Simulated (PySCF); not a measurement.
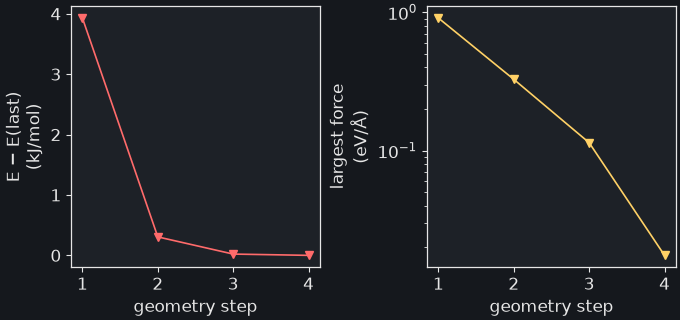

History of a geometry optimisation.

C₃H₃BCl₂ (SMILES CC#CB(Cl)Cl); PBE0-D3(BJ)/def2-SVP, geometry optimisation in PySCF 2.14.0, density fitting.

How did the optimisation end?

Answer. The optimisation met its thresholds at geometry 4, counting the start as the first. The energy fell by about 3.9 kJ/mol from the first step to the last. The largest force goes from about 0.91 eV/Å at the start to 0.018 eV/Å at the end.
